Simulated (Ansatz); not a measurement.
# What SnSe2 monolayer (2H) distorts into, part 2 of 3

Which phase does SnSe2 monolayer (2H) fall into along its unstable mode, and how much energy does it gain?

Ansatz 0.2.0; DFT PBE, scalar-relativistic, plane waves, PAW; PAW set soft_1.

So far, highest frequency on the path or at a solved wavevector (cm⁻¹): step 2 (the dispersion) 230. Also lowest frequency on the path (cm⁻¹): step 2 -85.3.

## Step 6: Relaxation from the frozen mode

Starting from the lowest point found, all atoms and the cell are let go, so that strain and other modes of the same symmetry can join in.

File input.yaml:

```yaml
crystal:
  lattice:
    - [3.7941949, 0.0, 0.0]
    - [-1.89709745, 3.2858691703, 0.0]
    - [0.0, 0.0, 30.46]
  atoms:
    - { symbol: Sn, position: [0.3333333333, 0.6666666667, 0.3282994091] }
    - { symbol: Se, position: [0.7153600235, 0.430720047, 0.384945277] }
    - { symbol: Se, position: [0.6179733098, 0.2359466197, 0.2716535412] }
  periodic: [true, true, false]
kpoints:
  mp_grid: { grid: [12, 12, 1] }
hamiltonian:
  xc: pbe
  pseudopotentials: { kind: paw, azcp: { folder: soft_1 } }
scf:
  occupations: { method: gaussian, width: 0.1 }
output:
  forces: true
  stress: true
  eigenvalues: true
  write_density: true
  write_potential: true
  elf: true
  volumetric_format: npy
relax:
  adjacent_minimum: "off"
  f_tol: 0.002
  max_steps: 120
  cell: { stress_2d_tol: 0.005 }
```

The run is started by

```sh
> ansatz run input.yaml --threads 4 --pin off --max-ram 16384MiB --backend cpu --events-out ev --progress --plain --runs-dir out
```

Numbers of over 12 decimals in the logs are rounded to 6 here.

The log of the run:

```text
[...]
Crystal: 3 atoms, lattice volume = 379.752 Å³
Basis set: ecut = 420 eV, 7445 PW (Γ), exchange–correlation on 54×54×432 points (8 copies of the dense FFT grid, shifted against one another)
Bands: 28, of which v1, the nominal top of the filled ones, is band 23 counted from 1 (22 counted from 0)
Symmetry: 2 space group operations
[...]
k-points: 43 of 144 (time reversal used)
[...]
SCF iter  11: F=-16962.800197 eV  HF=-16962.800197 eV  |F-HF|=1.85e-9  |Δ(HF+E_count)|=   1.38e-8  Δρ=7.64e-7  dr2=3.39e-9  ethr=1.77e-10  ⟨swp⟩=10.1  Hψ=8745  notcnv=0
SCF 1 converged in 11 iterations: F = -16962.800197 eV  dr2 = 3.39e-9
[...]
relax step   1: F+E_penalty+E_count = -16962.80019692 eV  Δ(F+E_penalty+E_count) = +0.000e0 eV  max|allowed force component| = 5.248e-1 eV/Å  Δτ_max = 0.0000 Å  P = +1.017 N/m  Ω = 379.752 Å³  fix = [c, alpha, beta]  reactions: c +0.000 N/m; alpha +0.000 N/m/rad  (11 SCF iters, dr2 threshold 1.00e-7 eV, accepted)
Crystal: 3 atoms, lattice volume = 391.627 Å³
Basis set: ecut = 420 eV, 7641 PW (Γ), exchange–correlation on 54×54×432 points (8 copies of the dense FFT grid, shifted against one another)
[...]
SCF iter  10: F=-16962.879777 eV  HF=-16962.879777 eV  |F-HF|=1.06e-9  |Δ(HF+E_count)|=   1.02e-8  Δρ=3.91e-7  dr2=3.95e-10  ethr=1.11e-11  ⟨swp⟩=9.5  Hψ=8592  notcnv=0
SCF 2 converged in 10 iterations: F = -16962.879777 eV  dr2 = 3.95e-10
[...]
relax step   2: F+E_penalty+E_count = -16962.87977720 eV  Δ(F+E_penalty+E_count) = -7.958e-2 eV  max|allowed force component| = 3.404e-1 eV/Å  Δτ_max = 0.1132 Å  P = +0.319 N/m  Ω = 391.627 Å³  energy of the carried Pulay correction = -1.534e-4 eV  fix = [c, alpha, beta]  reactions: c -0.000 N/m; alpha +0.000 N/m/rad  (10 SCF iters, dr2 threshold 3.00e-7 eV, accepted)
Crystal: 3 atoms, lattice volume = 398.151 Å³
Basis set: ecut = 420 eV, 7865 PW (Γ), exchange–correlation on 54×54×432 points (8 copies of the dense FFT grid, shifted against one another)
[...]
SCF iter   8: F=-16963.000401 eV  HF=-16963.000401 eV  |F-HF|=4.39e-8  |Δ(HF+E_count)|=   4.72e-7  Δρ=3.57e-6  dr2=9.59e-8  ethr=6.52e-10  ⟨swp⟩=23.2  Hψ=13504  notcnv=0
SCF 3 converged in 8 iterations: F = -16963.000401 eV  dr2 = 9.59e-8
  Residual-converged pass: ⟨swp⟩=1.0  Hψ=1377  notcnv=0  max |occ|·‖R‖ = 7.0e-9 eV (tolerance 1.0e-8 eV)  dr2=9.59e-8  dr2_onsite=1.33e-8  max |Δocc| = 9.8e-12
relax step   3: F+E_penalty+E_count = -16963.00040102 eV  Δ(F+E_penalty+E_count) = -1.206e-1 eV  max|allowed force component| = 3.307e-1 eV/Å  Δτ_max = 0.1927 Å  P = -0.027 N/m  Ω = 398.151 Å³  energy of the carried Pulay correction = -2.357e-4 eV  fix = [c, alpha, beta]  reactions: c -0.000 N/m; alpha +0.000 N/m/rad  (8 SCF iters, dr2 threshold 3.00e-7 eV, accepted)
[... from here on, the SCF cycles and remarks between the steps are left out ...]
relax step   4: F+E_penalty+E_count = -16963.10195761 eV  Δ(F+E_penalty+E_count) = -1.016e-1 eV  max|allowed force component| = 4.383e-1 eV/Å  Δτ_max = 0.1949 Å  P = -0.502 N/m  Ω = 405.729 Å³  energy of the carried Pulay correction = -3.296e-4 eV  fix = [c, alpha, beta]  reactions: c -0.000 N/m; alpha +0.000 N/m/rad  (8 SCF iters, dr2 threshold 3.00e-7 eV, accepted)
relax step   5: F+E_penalty+E_count = -16963.19198046 eV  Δ(F+E_penalty+E_count) = -9.002e-2 eV  max|allowed force component| = 4.761e-1 eV/Å  Δτ_max = 0.1917 Å  P = -0.575 N/m  Ω = 406.843 Å³  energy of the carried Pulay correction = -3.433e-4 eV  fix = [c, alpha, beta]  reactions: c -0.000 N/m; alpha -0.000 N/m/rad  (8 SCF iters, dr2 threshold 3.00e-7 eV, accepted)
relax step   6: F+E_penalty+E_count = -16963.30409231 eV  Δ(F+E_penalty+E_count) = -1.121e-1 eV  max|allowed force component| = 3.687e-1 eV/Å  Δτ_max = 0.1968 Å  P = -0.530 N/m  Ω = 404.382 Å³  energy of the carried Pulay correction = -3.131e-4 eV  fix = [c, alpha, beta]  reactions: c -0.000 N/m; alpha -0.000 N/m/rad  (10 SCF iters, dr2 threshold 3.00e-7 eV, accepted)
relax step   7: F+E_penalty+E_count = -16963.42604419 eV  Δ(F+E_penalty+E_count) = -1.220e-1 eV  max|allowed force component| = 3.242e-1 eV/Å  Δτ_max = 0.1969 Å  P = -0.776 N/m  Ω = 402.809 Å³  energy of the carried Pulay correction = -2.937e-4 eV  fix = [c, alpha, beta]  reactions: c +0.000 N/m; alpha +0.000 N/m/rad  (8 SCF iters, dr2 threshold 3.00e-7 eV, accepted)
relax step   8: F+E_penalty+E_count = -16963.47670108 eV  Δ(F+E_penalty+E_count) = -5.066e-2 eV  max|allowed force component| = 1.924e-1 eV/Å  Δτ_max = 0.1015 Å  P = +0.709 N/m  Ω = 390.448 Å³  energy of the carried Pulay correction = -1.384e-4 eV  fix = [c, alpha, beta]  reactions: c +0.000 N/m; alpha -0.000 N/m/rad  (8 SCF iters, dr2 threshold 3.00e-7 eV, accepted)
relax step   9: F+E_penalty+E_count = -16963.48298399 eV  Δ(F+E_penalty+E_count) = -6.283e-3 eV  max|allowed force component| = 8.531e-3 eV/Å  Δτ_max = 0.0225 Å  P = +0.069 N/m  Ω = 393.903 Å³  energy of the carried Pulay correction = -1.823e-4 eV  fix = [c, alpha, beta]  reactions: c +0.000 N/m; alpha +0.000 N/m/rad  (7 SCF iters, dr2 threshold 3.00e-7 eV, accepted)
relax step  10: F+E_penalty+E_count = -16963.48304344 eV  Δ(F+E_penalty+E_count) = -5.945e-5 eV  max|allowed force component| = 2.075e-3 eV/Å  Δτ_max = 0.0019 Å  P = +0.006 N/m  Ω = 394.643 Å³  energy of the carried Pulay correction = -1.917e-4 eV  fix = [c, alpha, beta]  reactions: c +0.000 N/m; alpha -0.000 N/m/rad  (6 SCF iters, dr2 threshold 8.54e-9 eV, accepted)
relax step  11: F+E_penalty+E_count = -16963.48304359 eV  Δ(F+E_penalty+E_count) = -1.552e-7 eV  max|allowed force component| = 1.819e-4 eV/Å  Δτ_max = 0.0002 Å  P = +0.000 N/m  Ω = 394.684 Å³  energy of the carried Pulay correction = -1.922e-4 eV  fix = [c, alpha, beta]  reactions: c +0.000 N/m; alpha -0.000 N/m/rad  (5 SCF iters, dr2 threshold 2.69e-10 eV, accepted)
[...]
SCF iter  10: F=-16963.483230 eV  HF=-16963.483230 eV  |F-HF|=2.66e-10  |Δ(HF+E_count)|=  6.26e-10  Δρ=5.69e-9  dr2=1.62e-13  ethr=1.00e-12  ⟨swp⟩=7.4  Hψ=7363  notcnv=0
SCF 12 converged in 10 iterations: F = -16963.483230 eV  dr2 = 1.62e-13
relax step  12: F+E_penalty+E_count = -16963.48322997 eV  Δ(F+E_penalty+E_count) = -1.864e-4 eV  max|allowed force component| = 2.645e-4 eV/Å  Δτ_max = 0.0000 Å  P = -0.000 N/m  Ω = 394.684 Å³  fix = [c, alpha, beta]  reactions: c -0.000 N/m; alpha +0.000 N/m/rad  stress off target by 4.90e-4 N/m on what of the cell is left free  SCF on the basis re-selected at this cell (its energy is not comparable with the rows above)  (10 SCF iters)
basis re-selected at this cell: Δ(F+E_penalty+E_count) = -1.864e-4 eV, ΔP = -0.001 N/m vs the last step (what re-selecting the basis moved, of the pressure what is left beyond the Pulay correction that the steps carried, after the strain that the cell walked since its last selection, with what the two solves' SCF thresholds leave and, on support functions, any second-order correction that the steps lacked; it is no m [...]
SCF converged after 10 iterations
Free energy (F): -16963.483230 eV
[...]
Internal energy: -16963.483230 eV  (E = F + TS)
E sigma→0 (E₀):  -16963.483230 eV
Fermi energy:    -5.651982 eV
[...]
--- Forces (eV/Å), atoms counted from 1 ---
  atom   1  Sn     0.00000000    -0.00011556     0.00017083
  atom   2  Se    -0.00000000     0.00003855    -0.00026444
  atom   3  Se     0.00000000     0.00007701     0.00009366
  max |Σ_I F_I| component: 4.82e-8 eV/Å
--- 2D stress c σ (N/m, compression-positive) ---
       -0.000490       0.000000       0.000000
        0.000000      -0.000418      -0.000000
        0.000000      -0.000000      -0.000000
  P = ½ c Tr σ = -0.0005 N/m
--- Band table (eV; the first three rows and the last of 43) ---
  k-point 0: bands = [... 19 lower, -6.5107, -6.5106, -6.1315, -6.1315, -4.5444, -2.9951, -1.4756, -1.4755, ... 1 higher]
  k-point 1: bands = [... 19 lower, -7.0430, -6.7381, -6.4789, -6.0641, -4.1674, -2.5641, -1.6291 (-1.6291°), -1.3190, ... 1 higher]
  k-point 2: bands = [... 19 lower, -7.2386, -7.1514, -6.9179, -6.0574, -3.8888, -2.2297, -1.1719 (-1.1719°), -0.9492, ... 1 higher]
  k-point 42: bands = [... 19 lower, -9.2621, -8.4011, -7.1758, -6.5052, -4.1528, -1.2339, -0.5045, 0.0758, ... 1 higher]
  ° read free of the cell's end (the report's vacuum.weakly_bound_levels)
--- Relaxed structure (11 steps of the walk, 11 accepted, 1 SCFs on fresh bases) ---
  F+E_penalty+E_count = -16963.48322997 eV   max|allowed force component| = 2.645e-4 eV/Å   (the final SCF, on the basis selected at the relaxed cell)
  cell:  # Å, volume = 394.6844 Å³
    - [3.868076, 0.0, 0]
    - [-1.934038, 3.349848, 0]
    - [0, 0, 30.46]
  atoms:
    - { symbol: Sn, position: [0.222225, 0.444449, 0.328299] }
    - { symbol: Se, position: [0.888889, 0.777777, 0.380668] }
    - { symbol: Se, position: [0.555553, 0.111107, 0.275931] }
```

Elapsed: 3.2 min, on 4 threads of Arm Neoverse V1, shared host; peak memory 0.91 GiB.

Step by step:

```tsv
step	energy less that of the first step (eV)	largest force component (eV/Å)	volume (Å³)
1	0.0000	0.5248	379.75
2	-0.0796	0.3404	391.63
3	-0.2002	0.3307	398.15
4	-0.3018	0.4383	405.73
5	-0.3918	0.4761	406.84
6	-0.5039	0.3687	404.38
7	-0.6258	0.3242	402.81
8	-0.6765	0.1924	390.45
9	-0.6828	0.0085	393.90
10	-0.6828	0.0021	394.64
11	-0.6828	0.0002	394.68
12*	-0.6830	0.0003	394.68
```

Relaxation steps marked * repeat the geometry before them on a plane-wave basis chosen anew for their cell, so energy and pressure can jump there.

Forces are held to the 2 operations that the run works with; a distortion that breaks them can't arise in this run.

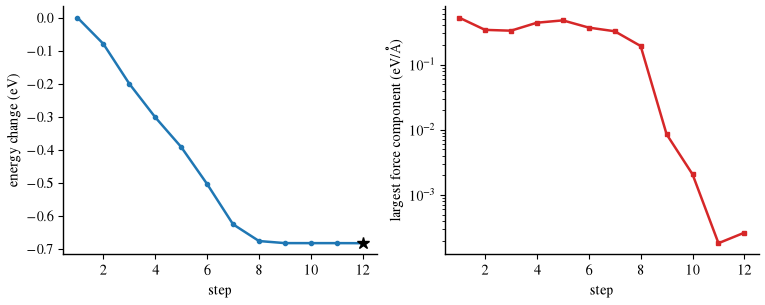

Energy and largest force along the relaxation. Stars mark steps on a basis chosen anew.

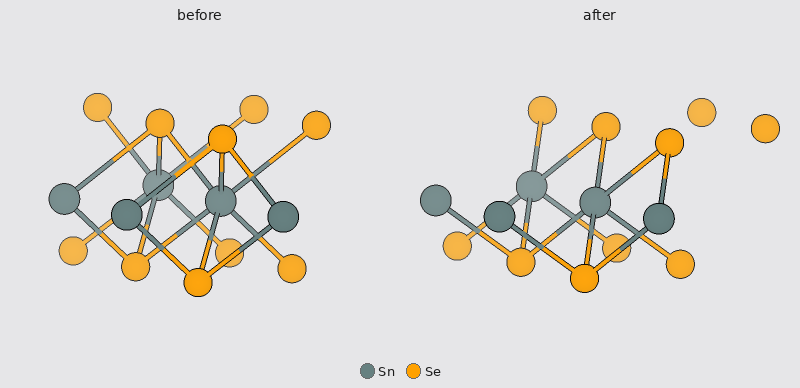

The structure before and after the relaxation, drawn at the same scale. Bonds to atoms that aren't drawn are left out.

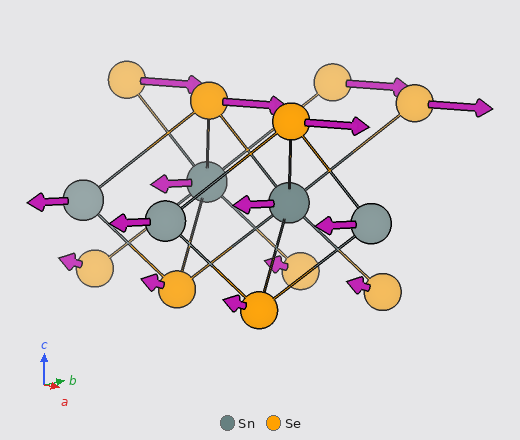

Displacements in the relaxation, exaggerated, measured against the changing cell; the longest in the cell stands for 1.17 Å. 2×1×1 cells are drawn. Some periodic images of atoms are drawn too.

```tsv
cell as run	before	after	change
a (Å)	3.794	3.868	+1.9 %
b (Å)	3.794	3.868	+1.9 %
```

The atoms that moved most (Å, along periodic axes as changes of fractional coordinates times the final cell, across vacuum about the mean position):

```tsv
atom	dx	dy	dz	length
Se2	0.000	1.163	-0.130	1.170
Sn1	0.000	-0.744	0.000	0.744
Se3	0.000	-0.418	0.130	0.438
```

The relaxed structure:

```cif
data_structure
_symmetry_space_group_name_H-M 'P 1'
_symmetry_Int_Tables_number 1
_cell_length_a 3.8681
_cell_length_b 3.8681
_cell_length_c 30.4600
_cell_angle_alpha 90.000
_cell_angle_beta 90.000
_cell_angle_gamma 120.000
_cell_volume 394.68
loop_
_atom_site_label
_atom_site_type_symbol
_atom_site_fract_x
_atom_site_fract_y
_atom_site_fract_z
_atom_site_occupancy
Sn1 Sn 0.22222 0.44445 0.32830 1
Se2 Se 0.88889 0.77778 0.38067 1
Se3 Se 0.55555 0.11111 0.27593 1
```

This step gave:

| Quantity | Value |
| --- | --- |
| gap on the k-mesh | 0.7970 eV |
| area per atom | 4.319 Å² |

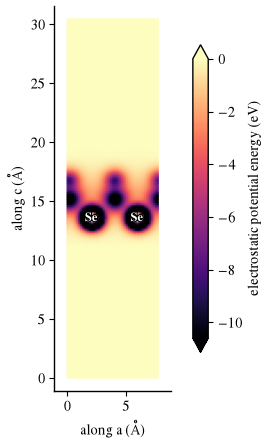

Electrostatic potential energy in the ac plane at fractional y = 0.111, with atoms of Se within 0.2 Å of it. With pseudopotentials it is smooth inside the atoms' cores, unlike the true potential.

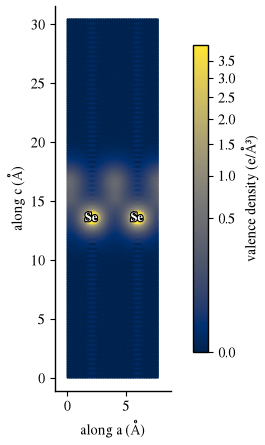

Valence density in the ac plane at fractional y = 0.111, with atoms of Se within 0.2 Å of it. It is the smooth field of the valence electrons, not physical close to the nuclei. The colour scale is stretched toward low values.

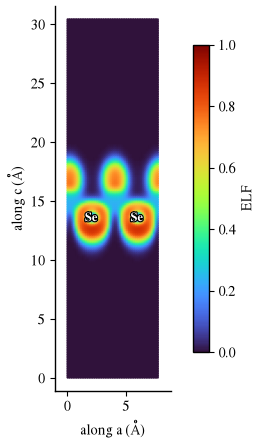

ELF in the ac plane at fractional y = 0.111, with atoms of Se within 0.2 Å of it. It is the smooth field of the valence electrons, not physical close to the nuclei.

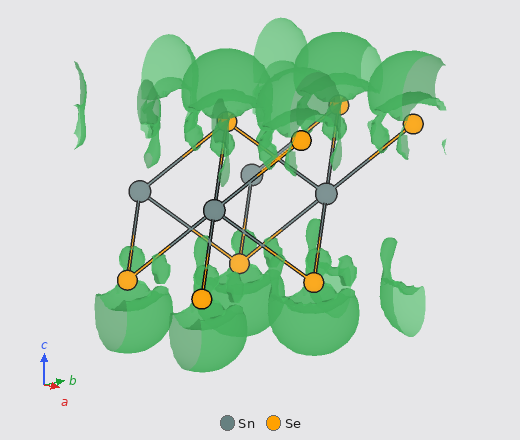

Surface of ELF = 0.79. 2×2×1 cells are drawn.

The distorted start has space group Cm; the relaxation ends in P-3m1.

## Step 7: The new phase in its own primitive cell

The relaxed structure is symmetrised, reduced to its primitive cell and relaxed tightly, as its phonons need.

File input.yaml:

```yaml
crystal:
  lattice:
    - [3.8680762015, 0.0, 0.0]
    - [-1.9340381008, 3.3498478431, 0.0]
    - [0.0, 0.0, 30.46]
  atoms:
    - { symbol: Sn, position: [0.2222246537, 0.4444493073, 0.3282991648] }
    - { symbol: Se, position: [0.8888885495, 0.7777770991, 0.3806677266] }
    - { symbol: Se, position: [0.5555534635, 0.111106927, 0.2759313359] }
  periodic: [true, true, false]
kpoints:
  mp_grid: { grid: [9, 9, 1] }
hamiltonian:
  xc: pbe
  pseudopotentials: { kind: paw, azcp: { folder: soft_1 } }
scf:
  occupations: { method: fixed }
output:
  forces: true
  stress: true
  eigenvalues: true
relax:
  adjacent_minimum: "off"
  f_tol: 0.001
  max_steps: 60
  cell: { stress_2d_tol: 0.002 }
```

The log of the run:

```text
[...]
--- Relaxed structure (3 steps of the walk, 2 accepted, 1 SCFs on fresh bases) ---
[...]
cell:  # Å, volume = 394.7192 Å³
    - [3.868244, 2.8868741962287935e-11, 0]
    - [-1.934122, 3.349998, 0]
    - [0, 0, 30.46]
  atoms:
    - { symbol: Sn, position: [0.222222, 0.444444, 0.3282994091] }
    - { symbol: Se, position: [0.8888888889, 0.7777777778, 0.380662] }
    - { symbol: Se, position: [0.555556, 0.111111, 0.275937] }
[key lines of the parts left out:]
SCF converged after 10 iterations
Free energy (F): -16963.482616 eV
Fermi energy:    -6.049149 eV
P = ½ c Tr σ = 0.0018 N/m
```

It took 12 s on 4 threads; peak memory 0.77 GiB.

Little changed from the start: no atom moved by 0.005 Å and no cell edge by 0.1 %.

Numbers from this step:

```yaml
gap_on_the_k_mesh: 0.8455 eV
direct_gap_on_mesh: 1.145 eV
area_per_atom: 4.32 Å²
```

The largest force component left is 0.24 meV/Å, within the tolerances set.

(Continued in part 3 of 3.)

[Logs are printed without paths, hosts, clocks, repeated set-up lines and the standing remarks that a program may print on its own settings, such as how far it seeks lower states.]

[Hosts, paths, dates, database ids (printed as entryN), source tags and the programs' standing remarks are cut or masked in the printed files.]
